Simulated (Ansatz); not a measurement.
# One shape, several levels: CH7GaN2 (SMILES [CH3][Ga]([NH2])[NH2])

Aim: a comparison of 6 runs (HF/STO-3G, HF/6-31G, HF/def2-SVP, B3LYP/6-31G*, CCSD(T)/STO-3G) of CH7GaN2. 

Program for the calculation: Ansatz 0.2.0.

1 further run of the same task is left out (set aside as unsound or not needed).

### 1 Starting point

The species is CH7GaN2 (11 atoms), meant as a singlet with charge 0. As SMILES, `[CH3][Ga]([NH2])[NH2]`. Geometry: relaxed at PBE0-D4/def2-TZVP.

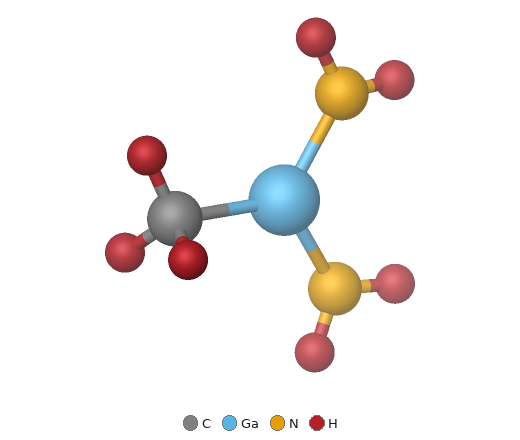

Viewed from a chosen angle; carbon grey, gallium blue, nitrogen amber, hydrogen red.

### 2 Energy and forces at HF/STO-3G (run 1)

Contents of job.yaml:

```yaml
crystal:
  periodic: [false, false, false]
  atoms:
    - {symbol: C, position_ang: [-0.606400, 1.659100, 0.052900]}
    - {symbol: Ga, position_ang: [0.065300, -0.178100, -0.007400]}
    - {symbol: "N", position_ang: [0.086400, -1.247700, 1.468900]}
    - {symbol: "N", position_ang: [0.708400, -0.928200, -1.538500]}
    - {symbol: H, position_ang: [-0.742600, 2.064800, -0.950500]}
    - {symbol: H, position_ang: [0.094000, 2.304200, 0.588200]}
    - {symbol: H, position_ang: [-1.563600, 1.702100, 0.576200]}
    - {symbol: H, position_ang: [0.531900, -2.148500, 1.500100]}
    - {symbol: H, position_ang: [-0.110200, -0.903600, 2.392600]}
    - {symbol: H, position_ang: [0.628000, -0.487200, -2.438000]}
    - {symbol: H, position_ang: [0.974100, -1.894000, -1.623900]}
basis:
  gaussian: {orbitals: STO-3G}
hamiltonian: {xc: hf}
accuracy: high
output: {forces: true, orbitals: {seedname: orbitals}}
```

Run with:

```
ansatz run job.yaml --threads 1 --pin off --max-ram 2610MiB --events-out events.jsonl --progress --plain --runs-dir runs
```

The program printed, cut to the lines that bear on the results:

```text
Warning: RAYON_NUM_THREADS=1 ignored (pool sized by the plan → 1); use --threads N
Functional definition: HF
  name "HF"
[...]
738 factors; integrals over basis functions are off by at most 6.3e-9 eV
[...]
mean field -55780.49567617 eV, -2049.8954067213 hartree, gradient 1.8e-8 eV, S^2 0.000000; 0 other end points of the search recorded, 0 dependent functions left out
[...]
reference -55780.49567617 eV, -2049.8954067213 hartree; 29, 29 occupied and 11, 11 virtual orbitals, 738 factors
Total energy: -55780.49567617 eV, -2049.8954067213 hartree
Atom 0 at    -0.606400     1.659100     0.052900 Å, force     0.624476    -1.670727    -0.017266 eV/Å
Atom 1 at     0.065300    -0.178100    -0.007400 Å, force     1.104976    -2.970559    -0.118426 eV/Å
Atom 2 at     0.086400    -1.247700     1.468900 Å, force    -0.196243     3.286664    -4.707453 eV/Å
Atom 3 at     0.708400    -0.928200    -1.538500 Å, force    -1.911379     2.393111     4.920489 eV/Å
Atom 4 at    -0.742600     2.064800    -0.950500 Å, force    -0.015787    -0.003930     0.456099 eV/Å
Atom 5 at     0.094000     2.304200     0.588200 Å, force    -0.366003    -0.162730    -0.252888 eV/Å
Atom 6 at    -1.563600     1.702100     0.576200 Å, force     0.367818     0.135028    -0.253310 eV/Å
Atom 7 at     0.531900    -2.148500     1.500100 Å, force     0.234543    -0.543371     0.200178 eV/Å
Atom 8 at    -0.110200    -0.903600     2.392600 Å, force    -0.056360     0.007668     0.634430 eV/Å
Atom 9 at     0.628000    -0.487200    -2.438000 Å, force     0.034903     0.077478    -0.629054 eV/Å
Atom 10 at     0.974100    -1.894000    -1.623900 Å, force     0.179057    -0.548631    -0.232799 eV/Å
Dipole moment:     0.045127    -0.088518     0.000631 e Å
```

Wall time 4.2 s (1 thread of Intel Xeon Platinum 8375C at 2.90GHz (Ice Lake), shared host); peak memory 0.12 GiB.

### 3 Energy and gradient at HF/6-31G (run 2)

job.yaml: that of step 2 with these lines changed.

```diff
@@ -15,4 +15,7 @@
 basis:
-  gaussian: {orbitals: STO-3G}
-hamiltonian: {xc: hf}
+  gaussian:
+    orbitals: 6-31G-spherical.json
+total_charge: 0
+hamiltonian:
+  xc: hf
 accuracy: high
```

The basis set 6-31G is read from a file made from the Basis Set Exchange's data (not shown).

Run with:

```
ansatz run job.yaml --threads 1 --pin off --max-ram 2610MiB --events-out events.jsonl --progress --plain --runs-dir runs
```

The program printed, cut to the lines that bear on the results:

```text
Warning: RAYON_NUM_THREADS=1 ignored (pool sized by the plan → 1); use --threads N
[... 2 set-up lines as earlier in the session ...]
[...]
1679 factors; integrals over basis functions are off by at most 1.5e-8 eV
[...]
mean field -56430.14039388 eV, -2073.7694097520 hartree, gradient 5.5e-9 eV, S^2 0.000000; 0 other end points of the search recorded, 0 dependent functions left out
[...]
reference -56430.14039388 eV, -2073.7694097520 hartree; 29, 29 occupied and 39, 39 virtual orbitals, 1679 factors
Total energy: -56430.14039388 eV, -2073.7694097520 hartree
Atom 0 at    -0.606400     1.659100     0.052900 Å, force    -0.145308     0.446347     0.058364 eV/Å
Atom 1 at     0.065300    -0.178100    -0.007400 Å, force     0.077485    -0.308276    -0.035533 eV/Å
Atom 2 at     0.086400    -1.247700     1.468900 Å, force     0.468484    -0.124185     0.580638 eV/Å
Atom 3 at     0.708400    -0.928200    -1.538500 Å, force    -0.203260    -0.353112    -0.591714 eV/Å
Atom 4 at    -0.742600     2.064800    -0.950500 Å, force     0.010788    -0.056169     0.238965 eV/Å
Atom 5 at     0.094000     2.304200     0.588200 Å, force    -0.176445    -0.082653    -0.130243 eV/Å
Atom 6 at    -1.563600     1.702100     0.576200 Å, force     0.194504     0.039570    -0.135224 eV/Å
Atom 7 at     0.531900    -2.148500     1.500100 Å, force    -0.328586     0.345242    -0.052492 eV/Å
Atom 8 at    -0.110200    -0.903600     2.392600 Å, force    -0.059250    -0.217682    -0.408466 eV/Å
Atom 9 at     0.628000    -0.487200    -2.438000 Å, force     0.168049    -0.158952     0.400860 eV/Å
Atom 10 at     0.974100    -1.894000    -1.623900 Å, force    -0.006460     0.469870     0.074844 eV/Å
Dipole moment:     0.021171    -0.008828     0.005980 e Å
```

It took 6.4 s on 1 thread of Intel Xeon Platinum 8375C at 2.90GHz (Ice Lake), shared host; peak memory 0.21 GiB.

Runs 3 to 5 aren't shown in full; the table further down has their settings and results.

### 4 Energy and gradient at CCSD(T)/STO-3G (run 6)

Contents of molecule.yaml:

```yaml
crystal:
  periodic: [false, false, false]
  atoms:
    - {symbol: C, position_ang: [-0.606400, 1.659100, 0.052900]}
    - {symbol: Ga, position_ang: [0.065300, -0.178100, -0.007400]}
    - {symbol: "N", position_ang: [0.086400, -1.247700, 1.468900]}
    - {symbol: "N", position_ang: [0.708400, -0.928200, -1.538500]}
    - {symbol: H, position_ang: [-0.742600, 2.064800, -0.950500]}
    - {symbol: H, position_ang: [0.094000, 2.304200, 0.588200]}
    - {symbol: H, position_ang: [-1.563600, 1.702100, 0.576200]}
    - {symbol: H, position_ang: [0.531900, -2.148500, 1.500100]}
    - {symbol: H, position_ang: [-0.110200, -0.903600, 2.392600]}
    - {symbol: H, position_ang: [0.628000, -0.487200, -2.438000]}
    - {symbol: H, position_ang: [0.974100, -1.894000, -1.623900]}
basis:
  gaussian: {orbitals: STO-3G}
output: {forces: true, orbitals: {seedname: orbitals}}
accuracy: high
correlation: {method: ccsd_t, frozen_orbitals: {C: 1, Ga: 9, H: 0, "N": 1}}
scf: {omitted_lower_state_checks: [cluster_reference, increment]}
```

Run with:

```
ansatz run molecule.yaml --threads 1 --pin off --max-ram 2610MiB --events-out events.jsonl --progress --plain --runs-dir runs
```

The program printed:

```text
Warning: RAYON_NUM_THREADS=1 ignored (pool sized by the plan → 1); use --threads N
[... 11 lines left out ...]
12 core orbitals not correlated: weight in the atoms' cores, before any rotation towards them, 1.000 or more for the frozen orbitals, at most 0.000 for the correlated occupied ones
[... 42 lines left out ...]
Total energy: -55787.79219051 eV, -2050.1635486777 hartree
[... 11 lines left out ...]
Dipole moment:     0.100034    -0.238666    -0.005057 e Å
Checks for a lower state left out: cluster_reference, increment
```

Run time: 4.8 s. Hardware: 1 thread of Intel Xeon Platinum 8375C at 2.90GHz (Ice Lake), shared host; peak memory 0.17 GiB.

### 5 Overview of the runs

```tsv
run	level	Cartesian functions	frozen core orbitals	energy (Eh)	dipole moment (D)	HOMO energy (eV)	LUMO energy (eV)	wall time
1	HF/STO-3G	no	–	-2049.895407	0.48	-7.01	7.30	4.2 s
2	HF/6-31G	no	–	-2073.769410	0.11	-9.88	3.33	6.4 s
3	HF/def2-SVP	no	–	-2073.773606	0.21	-9.90	3.60	7.2 s
4	B3LYP/6-31G* (spherical functions)	no	–	-2076.475941	0.27	-5.91	0.43	19 s
5	B3LYP/6-31G* (Cartesian functions)	yes	–	-2076.485057	0.27	-5.91	0.41	19 s
6	CCSD(T)/STO-3G	no	12	-2050.163549	1.24	-7.01	7.30	4.8 s
```

### 6 Summary of results

| quantity | value |
| --- | --- |
| run 6: total energy | -2050.16355 Eh |
| run 6: dipole moment (correlated density) | 1.24 D |
| run 6: HOMO energy (Hartree–Fock orbitals) | -7.01 eV |
| run 6: LUMO energy (Hartree–Fock orbitals) | 7.30 eV |
| run 6: HOMO–LUMO gap (Hartree–Fock orbitals) | 14.31 eV |
| run 6: correlation energy (12 core orbitals frozen) | -268.1 mEh |
| run 6: (T) correction | -14.68 mEh |
| run 6: T1 diagnostic | 0.029 |
| run 6: largest force on an atom | 7.266 eV/Å |

What this shows: The dipole moment (its size) runs from 0.11 D (HF/6-31G) to 1.24 D (CCSD(T)/STO-3G). The two ends differ in method and basis. Over runs 1, 2, 3, 4, 5 the HOMO–LUMO gap runs from 6.31 eV (B3LYP/6-31G*) to 14.31 eV (HF/STO-3G). In runs 1, 6 the basis is minimal, so the values are rough. All runs together took 61 s, the longest 19 s.
